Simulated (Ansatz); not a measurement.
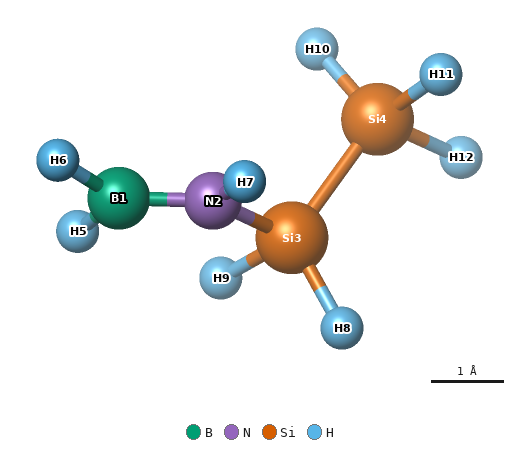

*The structure as given in the input (ball-and-stick view, seen at a tilt; atoms are numbered from 1 in the order of the input).*

Bond lengths as drawn: B–H 1.25 to 1.28 Å, B–N 1.31 Å, H–N 0.99 Å, H–Si 1.48 to 1.68 Å, N–Si 1.65 Å and Si–Si 2.15 Å.

# Geometry relaxation, with input and output: BSi2NH8

BSi2NH8, SMILES BN[SiH2][SiH3], computed with RKS revPBE-d4/cc-pVTZ (Ansatz 0.2.0).

The run did not end well. The geometry comes from this level: PBE0-D4/def2-TZVP.

Input
```yaml
crystal:
  periodic: [false, false, false]
  atoms:
    - {symbol: B, position_ang: [-0.282092, 2.167268, 0.429246]}
    - {symbol: N, position_ang: [-0.309043, 0.890740, 0.741339]}
    - {symbol: Si, position_ang: [-0.712038, -0.471618, -0.094650]}
    - {symbol: Si, position_ang: [1.004162, -1.749287, -0.283194]}
    - {symbol: H, position_ang: [-0.648869, 2.455370, -0.733430]}
    - {symbol: H, position_ang: [0.166211, 3.204569, 1.020519]}
    - {symbol: H, position_ang: [-0.121744, 0.682424, 1.692305]}
    - {symbol: H, position_ang: [-1.998572, -1.096554, 0.301156]}
    - {symbol: H, position_ang: [-1.174653, 0.206883, -1.418064]}
    - {symbol: H, position_ang: [2.058536, -1.117103, -1.232124]}
    - {symbol: H, position_ang: [1.533047, -2.328977, 0.982079]}
    - {symbol: H, position_ang: [0.583238, -3.166617, -1.080929]}
basis:
  gaussian: {orbitals: cc-pVTZ, final_grid: {core_spheres: 20, valence_spheres: 16, degree: 47}}
hamiltonian: {xc: {name: revPBE}, dispersion: d4}
relax: {f_tol: 0.001, max_steps: 3}
output: {forces: true}
```

Hardware: 4 threads of Arm Neoverse V2, 108 GiB of memory available, shared host.

Command:
```bash
ansatz run in.yaml --threads 4 --pin off --events-out ev --progress --plain --max-ram 10444MiB
```

Output
```
Functional definition: revPBE
  name "revPBE"
  cite "Zhang & Yang, Phys. Rev. Lett. 80, 890 (1998) doi:10.1103/PhysRevLett.80.890"
  cite "Perdew, Burke & Ernzerhof, Phys. Rev. Lett. 77, 3865 (1996) doi:10.1103/PhysRevLett.77.3865"
  parameter kappa = 1.245
  parameter beta = 0.06672455060314922
  exchange = pbe_x(kappa = kappa, mu = beta*pi^2/3)
  correlation = pbe_c(beta = beta)
1417 factors; their error is unknown
mean field evaluation 1: about -18039.4942 eV, gradient 6.8e1 eV
mean field evaluation 2: about -18010.6976 eV, gradient 1.2e2 eV
mean field evaluation 4: about -18048.6518 eV, gradient 7.9e0 eV
mean field evaluation 8: about -18048.8069 eV, gradient 3.5e-1 eV
mean field evaluation 16: about -18048.8071 eV, gradient 1.5e-4 eV
mean field -18048.80708659 eV, -663.2814265114 hartree, gradient 2.3e-5 eV, S^2 0.000000; 0 other end points of the search recorded, 0 dependent functions left out
the calculation of the forces begins
reference -18048.80715033 eV, -663.2814288538 hartree; 24, 24 occupied and 216, 216 virtual orbitals, 1417 factors
relax step   1: F+E_penalty+E_count = -18049.55504761 eV  Δ(F+E_penalty+E_count) = +0.000e0 eV  max|allowed force component| = 6.087e0 eV/Å  Δτ_max = 0.0000 Å  (29 SCF iters, accepted)
these checks for a lower state are left out or cut short: starts, cluster_reference, orbital_swaps, neighbouring_geometries, increment
1417 factors; their error is unknown
mean field -18050.11174370 eV, -663.3293717757 hartree, gradient 1.9e-5 eV, S^2 0.000000; 0 other end points of the search recorded, 0 dependent functions left out
the calculation of the forces begins
reference -18050.11180780 eV, -663.3293741313 hartree; 24, 24 occupied and 216, 216 virtual orbitals, 1417 factors
relax step   2: F+E_penalty+E_count = -18050.82904189 eV  Δ(F+E_penalty+E_count) = -1.274e0 eV  max|allowed force component| = 2.213e0 eV/Å  Δτ_max = 0.1948 Å  (37 SCF iters, accepted)
these checks for a lower state are left out or cut short: starts, cluster_reference, orbital_swaps, neighbouring_geometries, increment
1417 factors; their error is unknown
mean field evaluation 32: about -18050.2989 eV, gradient 2.3e-5 eV
mean field -18050.29887542 eV, -663.3362487397 hartree, gradient 2.3e-5 eV, S^2 0.000000; 0 other end points of the search recorded, 0 dependent functions left out
the calculation of the forces begins
reference -18050.29894045 eV, -663.3362511296 hartree; 24, 24 occupied and 216, 216 virtual orbitals, 1417 factors
relax step   3: F+E_penalty+E_count = -18050.99916826 eV  Δ(F+E_penalty+E_count) = -1.701e-1 eV  max|allowed force component| = 7.088e-1 eV/Å  Δτ_max = 0.1929 Å  (29 SCF iters, accepted)
```

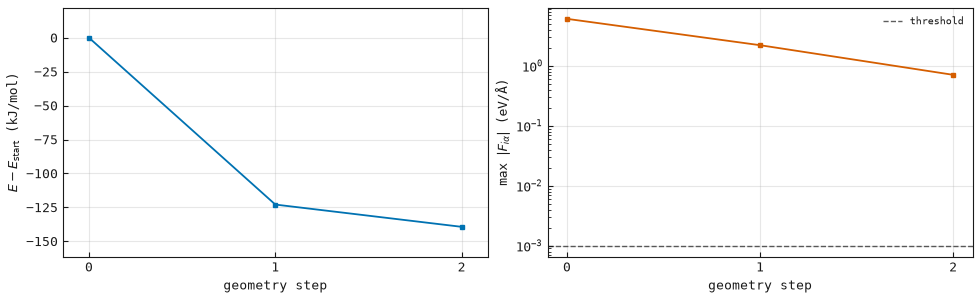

*Progress of the relaxation, step by step (the first geometry is step 0 here and step 1 in the log).*

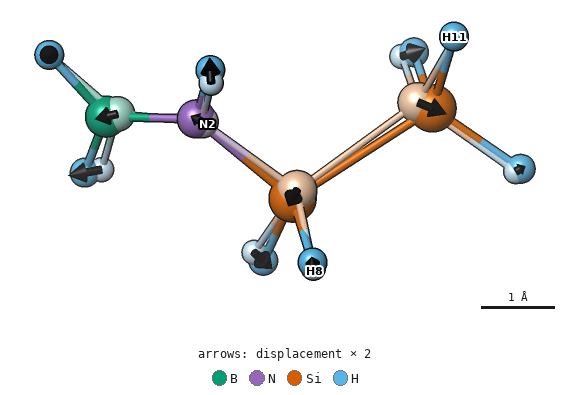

*Start (faint) and end (solid) with the displacements as black arrows, magnified 2 times (ball-and-stick view, seen on its broad side). The two geometries are laid on each other by the best rigid fit.*

The relaxation stopped without meeting its thresholds, so the last structure isn't shown to be converged. The atom that moves furthest after the best rigid fit is H5 (0.24 Å). By element the largest moves are H 0.24 Å, Si 0.22 Å, B 0.17 Å, N 0.09 Å. Among the contacts that change: Si3–Si4 2.148 → 2.356 Å, Si4–H12 1.680 → 1.500 Å, N2–Si3 1.648 → 1.787 Å, B1–N2 1.314 → 1.407 Å. Among the angles that change: N2–B1–H6 133.4° → 117.7°, N2–Si3–H9 98.3° → 109.8°, H5–B1–H6 110.3° → 120.2°. After 2 geometry steps the energy has fallen by 139.3 kJ/mol. Largest force component: 6.1 eV/Å at the start, 0.71 eV/Å at the end. (Atoms are counted from 1 in the order of the input.)

```
Error: geometry relaxation did not converge after 3 steps: max|allowed force component| = 7.09e-1 eV/Å (threshold 1.0e-3). Raise `relax.max_steps` over both its present limit and 3, loosen `relax.f_tol`, or start from a geometry closer to equilibrium. Where this run's directory can be resumed (`checkpoint.write`), a resume goes on for up to `relax.max_steps` more
```

Trajectory as extended XYZ (Å, eV, eV/Å), 3 frames, from step=1 to step=3
```
12
Properties=species:S:1:pos:R:3:forces:R:3 step=1 energy=-18049.55505
B    -0.2821    2.1673    0.4292    0.3154   6.0868  -2.7605
N    -0.3090    0.8907    0.7413    0.4155  -1.0751   3.2990
Si   -0.7120   -0.4716   -0.0946   -3.7459  -0.1878  -3.4136
Si    1.0042   -1.7493   -0.2832    2.0663  -3.5926  -2.1520
H    -0.6489    2.4554   -0.7334    0.1848  -0.2149   0.6655
H     0.1662    3.2046    1.0205   -0.5048  -1.4440   0.1153
H    -0.1217    0.6824    1.6923    0.6637  -0.1808   1.5875
H    -1.9986   -1.0966    0.3012   -0.0881  -0.3481   0.5546
H    -1.1747    0.2069   -1.4181    0.5047  -0.7277   0.3038
H     2.0585   -1.1171   -1.2321   -0.3875  -0.2138   0.7409
H     1.5330   -2.3290    0.9821    0.2650   0.2598   0.2565
H     0.5832   -3.1666   -1.0809    0.3109   1.6383   0.8031
12
Properties=species:S:1:pos:R:3:forces:R:3 step=2 energy=-18050.82904
B    -0.2509    2.2551    0.3926   -0.3363   2.0848  -0.9013
N    -0.3821    0.9338    0.7591    0.8674  -0.0051   2.2125
Si   -0.8043   -0.4446   -0.1513   -1.0122  -0.8330  -1.6656
Si    0.9887   -1.8745   -0.3609    0.6940  -0.2008  -0.0391
H    -0.6224    2.5434   -0.7396    0.1964  -0.0464   0.3234
H     0.1248    3.1770    1.1292   -0.0521  -0.7833  -0.2067
H    -0.0245    0.7030    1.6976   -0.2152   0.1263  -0.1706
H    -2.0020   -1.1741    0.4184    0.1209   0.1455  -0.0159
H    -1.1225    0.0786   -1.5551   -0.0314  -0.2538   0.4676
H     2.0812   -1.1582   -1.1421   -0.2428  -0.2195   0.1197
H     1.5843   -2.2610    0.9761   -0.1183  -0.0200  -0.1619
H     0.5279   -3.1014   -1.0997    0.1296   0.0052   0.0380
12
Properties=species:S:1:pos:R:3:forces:R:3 step=3 energy=-18050.99917
B    -0.3356    2.3231    0.3908    0.2796   0.4256   0.4231
N    -0.3005    0.9734    0.7865   -0.2062  -0.2570  -0.7088
Si   -0.7800   -0.4054   -0.2440   -0.1798  -0.1016   0.2802
Si    0.9936   -1.9517   -0.3718    0.2298   0.0748  -0.1128
H    -0.7609    2.6638   -0.6802   -0.0302  -0.1878  -0.0681
H     0.0939    3.1498    1.1666   -0.1041  -0.0475  -0.0850
H     0.0651    0.7409    1.7035    0.0805   0.0367   0.1431
H    -1.9572   -1.0854    0.3952   -0.0529  -0.0255  -0.0291
H    -1.1966    0.0915   -1.5984    0.1069   0.0600   0.1365
H     2.1092   -1.2931   -1.1282    0.0527  -0.0235  -0.0197
H     1.5290   -2.3059    0.9865   -0.0863   0.0291   0.0350
H     0.6382   -3.2239   -1.0823   -0.0900   0.0168   0.0057
```

What the run reported

| quantity | value |
| --- | --- |
| outcome | not converged |
| wall time | 11 s (CPU time 39 s) |
| peak memory | 0.33 GiB |

The input was spoiled on purpose: the optimiser is allowed too few steps. The run did not converge: “geometry relaxation did not converge after 3 steps: max|allowed force component| = 7.09e-1 eV/Å (threshold 1.0e-3). Raise `relax.max_steps` over both its present limit and 3, loosen `relax.f_tol`, or start from a geometry closer to equilibrium …” Its last values are not results.
